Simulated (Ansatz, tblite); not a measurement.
# SnH2(NHEt)2 (C₄H₁₄N₂Sn): spin-state energies by level

Is the singlet the ground state of SnH2(NHEt)2 (C₄H₁₄N₂Sn)? Other spin states are computed and compared level by level.

Computed with Ansatz 0.2.0, Gaussian basis. Level: as each input shows.

The runs, in order: triplet, at the geometry of the singlet (GFN1-xTB, GFN2-xTB, PBE0-D4/def2-TZVP, PBE-D4/def2-TZVP, r2SCAN-D4/def2-TZVP); the singlet's energies come from earlier runs.

3 further runs of the same task are left out: 3 set aside as unsound or not needed.

**1. The relaxed structure**

The singlet was relaxed beforehand with PBE-D4/def2-SVP.

21 atoms, charge 0, spin multiplicity 1.

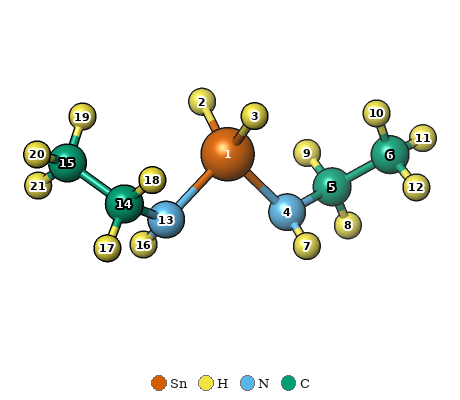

The geometry (tin orange, hydrogen yellow, nitrogen blue, carbon teal); atoms are numbered from 1 in the order of the file.

As a file:

```xyz
21

Sn    0.2604   -0.0407    0.3933
H    -0.2675   -0.0304    2.0525
H     1.9877   -0.2151    0.2548
N    -0.6671    1.6276   -0.3844
C    -0.6961    2.8859    0.3480
C     0.6157    3.6810    0.3777
H    -0.4382    1.7686   -1.3759
H    -1.4997    3.5315   -0.0800
H    -1.0193    2.6739    1.3924
H     1.4241    3.1021    0.8739
H     0.5022    4.6418    0.9234
H     0.9607    3.9164   -0.6515
N    -0.4422   -1.4853   -0.8972
C     0.1909   -2.7940   -0.9784
C    -0.0967   -3.7580    0.1797
H    -1.4668   -1.5572   -0.8843
H    -0.1121   -3.2799   -1.9364
H     1.2909   -2.6437   -1.0642
H     0.2683   -3.3448    1.1445
H     0.3926   -4.7432    0.0254
H    -1.1877   -3.9366    0.2868
```

Sn takes a core potential in the def2 sets. No spin-orbit coupling is included.

**2. Triplet at the fixed geometry, GFN1-xTB**

Tight binding, by tblite at 300 K electronic temperature and without a spin-polarisation term:

```python
tblite.interface.Calculator('GFN1-xTB', numbers, positions, charge=0, uhf=2).singlepoint()
```

Energy -672.0228 eV; 0.036 s.

**3. Triplet at the fixed geometry, GFN2-xTB**

Tight binding, by tblite at 300 K electronic temperature and without a spin-polarisation term:

```python
tblite.interface.Calculator('GFN2-xTB', numbers, positions, charge=0, uhf=2).singlepoint()
```

Energy -638.1081 eV; 0.038 s.

**4. Triplet at the fixed geometry, PBE0-D4/def2-TZVP**

The input, in.yaml:

```yaml
crystal:
  periodic: [false, false, false]
  atoms:
    - {symbol: Sn, position_ang: [0.260396, -0.040670, 0.393331]}
    - {symbol: H, position_ang: [-0.267481, -0.030385, 2.052487]}
    - {symbol: H, position_ang: [1.987748, -0.215079, 0.254765]}
    - {symbol: N, position_ang: [-0.667094, 1.627606, -0.384365]}
    - {symbol: C, position_ang: [-0.696104, 2.885933, 0.348002]}
    - {symbol: C, position_ang: [0.615730, 3.681044, 0.377713]}
    - {symbol: H, position_ang: [-0.438191, 1.768601, -1.375863]}
    - {symbol: H, position_ang: [-1.499686, 3.531453, -0.079989]}
    - {symbol: H, position_ang: [-1.019338, 2.673936, 1.392367]}
    - {symbol: H, position_ang: [1.424126, 3.102096, 0.873854]}
    - {symbol: H, position_ang: [0.502165, 4.641831, 0.923360]}
    - {symbol: H, position_ang: [0.960674, 3.916432, -0.651545]}
    - {symbol: N, position_ang: [-0.442250, -1.485331, -0.897235]}
    - {symbol: C, position_ang: [0.190933, -2.794026, -0.978398]}
    - {symbol: C, position_ang: [-0.096731, -3.758001, 0.179651]}
    - {symbol: H, position_ang: [-1.466766, -1.557176, -0.884283]}
    - {symbol: H, position_ang: [-0.112107, -3.279950, -1.936384]}
    - {symbol: H, position_ang: [1.290900, -2.643726, -1.064187]}
    - {symbol: H, position_ang: [0.268263, -3.344790, 1.144508]}
    - {symbol: H, position_ang: [0.392557, -4.743161, 0.025412]}
    - {symbol: H, position_ang: [-1.187735, -3.936615, 0.286800]}
basis:
  gaussian: {orbitals: def2-TZVP}
magnetization: {spin_polarized: true, initial_magnetization: 2}
hamiltonian: {xc: pbe0, dispersion: d4}
scf: {omitted_lower_state_checks: [starts]}
output: {orbitals: {seedname: orbitals}}
```

Run with:

```sh
> ansatz run in.yaml --threads 2 --pin off --events-out ev --progress --plain --max-ram 31744MiB --backend cuda --devices 0, --max-vram 18GiB
```

Standard output:

```text
Functional definition: PBE0
  name "PBE0"
  cite "Adamo & Barone, J. Chem. Phys. 110, 6158 (1999) doi:10.1063/1.478522"
  cite "Perdew, Burke & Ernzerhof, Phys. Rev. Lett. 77, 3865 (1996) doi:10.1103/PhysRevLett.77.3865"
  parent pbe
  parameter a = 0.25
  parameter kappa = 0.804
  parameter beta = 0.06672455060314922
  exchange = (1 - a)*pbe_x(kappa = kappa, mu = beta*pi^2/3) + a*exact_x
  correlation = pbe_c(beta = beta)
these checks for a lower state are left out or cut short: starts
2107 factors; their error is unknown
mean field evaluation 1: about -13152.0243 eV, gradient 7.1e1 eV
mean field evaluation 2: about -13033.2579 eV, gradient 1.5e2 eV
mean field evaluation 4: about -13174.9457 eV, gradient 1.7e1 eV
mean field evaluation 8: about -13176.3937 eV, gradient 7.7e-1 eV
mean field evaluation 16: about -13176.3022 eV, gradient 9.1e0 eV
mean field -13176.87405481 eV, -484.2411899083 hartree, gradient 2.6e-5 eV, S^2 2.006723; 0 other end points of the search recorded, 0 dependent functions left out
reference -13176.87411106 eV, -484.2411919753 hartree; 38, 36 occupied and 282, 284 virtual orbitals, 2107 factors
Total energy: -13177.27338973 eV, -484.2558651960 hartree
Checks for a lower state left out: starts
```

It took 4.6 s on 1 × H100 (card shared with other runs) with 2 threads of AMD EPYC 7R13, shared host; peak host memory 0.93 GiB.

From the report: HOMO -1.94 eV, LUMO -4.64 eV (over both spins; with the spin held, an empty level of the minority spin lies below the top filled one); ⟨S²⟩ 2.007 (pure: 2.00).

**5. Triplet at the fixed geometry, PBE-D4/def2-TZVP**

start.molden holds the orbitals of an earlier run on this state, given as this run's starting guess.

Changes to in.yaml since step 4:

```diff
@@ -25,5 +25,5 @@
 basis:
-  gaussian: {orbitals: def2-TZVP}
+  gaussian: {orbitals: def2-TZVP, initial_orbitals: start.molden}
 magnetization: {spin_polarized: true, initial_magnetization: 2}
-hamiltonian: {xc: pbe0, dispersion: d4}
+hamiltonian: {xc: pbe, dispersion: d4}
 scf: {omitted_lower_state_checks: [starts]}
```

Same command.

Standard output:

```text
Functional definition: PBE
  name "PBE"
  cite "Perdew, Burke & Ernzerhof, Phys. Rev. Lett. 77, 3865 (1996) doi:10.1103/PhysRevLett.77.3865"
  parent pbe
  parameter kappa = 0.804
  parameter beta = 0.06672455060314922
  exchange = pbe_x(kappa = kappa, mu = beta*pi^2/3)
  correlation = pbe_c(beta = beta)
these checks for a lower state are left out or cut short: starts
2034 factors; their error is unknown
mean field evaluation 1: about -13175.7032 eV, gradient 7.8e0 eV
mean field evaluation 2: about -13176.0084 eV, gradient 2.6e0 eV
mean field evaluation 4: about -13176.0023 eV, gradient 5.4e-1 eV
mean field evaluation 8: about -13176.0209 eV, gradient 8.0e-2 eV
mean field evaluation 16: about -13176.0218 eV, gradient 5.7e-5 eV
mean field -13176.02177908 eV, -484.2098693529 hartree, gradient 4.8e-6 eV, S^2 2.006230; 0 other end points of the search recorded, 0 dependent functions left out
reference -13176.02185254 eV, -484.2098720524 hartree; 38, 36 occupied and 282, 284 virtual orbitals, 2034 factors
Total energy: -13176.48970715 eV, -484.2270653921 hartree
Checks for a lower state left out: starts
```

Wall time 5.5 s (1 × H100 (card shared with other runs) with 2 threads of AMD EPYC 7R13, shared host); peak host memory 0.98 GiB.

Report: HOMO -1.07 eV, LUMO -5.31 eV (over both spins; with the spin held, an empty level of the minority spin lies below the top filled one); ⟨S²⟩ 2.006 (pure: 2.00).

**6. Triplet at the fixed geometry, r2SCAN-D4/def2-TZVP**

Changes to in.yaml since step 5:

```diff
@@ -27,3 +27,3 @@
 magnetization: {spin_polarized: true, initial_magnetization: 2}
-hamiltonian: {xc: pbe, dispersion: d4}
+hamiltonian: {xc: r2scan, dispersion: d4}
 scf: {omitted_lower_state_checks: [starts]}
```

The command is unchanged.

Standard output, cut to the lines that bear on the results:

```text
Functional definition: r2SCAN
  name "r2SCAN"
  cite "Furness, Kaplan, Ning, Perdew & Sun, J. Phys. Chem. Lett. 11, 8208 (2020) doi:10.1021/acs.jpclett.0c02405"
  cite "Furness, Kaplan, Ning, Perdew & Sun, J. Phys. Chem. Lett. 11, 9248 (2020) doi:10.1021/acs.jpclett.0c03077"
  parent r2scan
[...]
2034 factors; their error is unknown
[...]
mean field -13183.55740063 eV, -484.4867983371 hartree, gradient 1.1e-5 eV, S^2 2.009304; 0 other end points of the search recorded, 0 dependent functions left out
reference -13183.55742713 eV, -484.4867993107 hartree; 38, 36 occupied and 282, 284 virtual orbitals, 2034 factors
Total energy: -13183.68135678 eV, -484.4913536416 hartree
Checks for a lower state left out: starts
```

It took 5 s on 1 × H100 (card shared with other runs) with 2 threads of AMD EPYC 7R13, shared host; peak host memory 1 GiB.

From the report: HOMO -1.27 eV, LUMO -5.23 eV (over both spins; with the spin held, an empty level of the minority spin lies below the top filled one); ⟨S²⟩ 2.009 (pure: 2.00).

**7. Triplet less singlet, vertical**

The singlet's energies are those of its earlier runs, whose logs aren't repeated here.

```csv
level,"triplet less singlet, vertical (kcal/mol)",time
GFN1-xTB,+105.2,0.054 s
GFN2-xTB,+93.7,0.048 s
PBE-D4/def2-TZVP,+98.6,7.3 s
r2SCAN-D4/def2-TZVP,+103.1,7.6 s
PBE0-D4/def2-TZVP,+107.7,6.2 s
```

Times add the two runs; a level without a time comes out of a correlated run. Tight binding without a spin term can't rank spin states.

**8. What came out**

```
                                                quantity                                        value
triplet less singlet, vertical, functionals in def2-TZVP  +98.6 (PBE-D4) to +107.7 kcal/mol (PBE0-D4)
```

What this shows: All functionals put the triplet above the singlet, over a spread of 9.1 kcal/mol. The checks for a lower triplet were left out, so another state of that spin may lie lower. These are electronic energies, without zero-point motion, entropy or surroundings.
